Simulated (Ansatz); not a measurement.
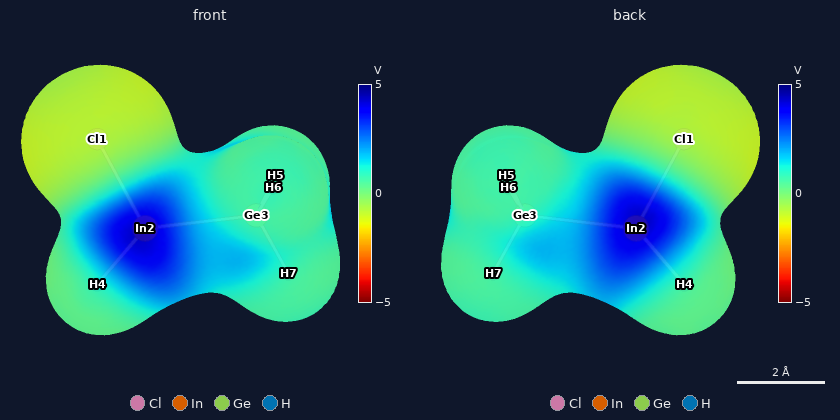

*ClGeH₄In (SMILES [Cl][InH][GeH3]). The electrostatic potential painted on the density surface at 0.004 e/bohr³, seen from the front and from behind; the colour scale runs from red (negative) to blue (positive).*

Geometry: PBE0-D4/def2-TZVP; core potentials replace the inner electrons of In.

The calculation used Ansatz 0.2.0, RKS PBE0-D4/def2-TZVPP.

```xyz
7

Cl   -2.6598   -1.4682   -0.1554
In   -0.3285   -1.3679    0.1455
Ge    0.5412    1.0616   -0.0741
H     0.3349   -2.9199    0.4500
H     0.1944    1.6014   -1.4704
H    -0.1456    1.9449    0.9793
H     2.0634    1.1481    0.1250
```

Which sites attract a positive test charge, and which a negative one?

A positive charge is drawn to the negative regions and a negative charge to the positive ones. The most negative region (about −1.0 V) lies over Cl1, the most positive (about +4.2 V) over In2.
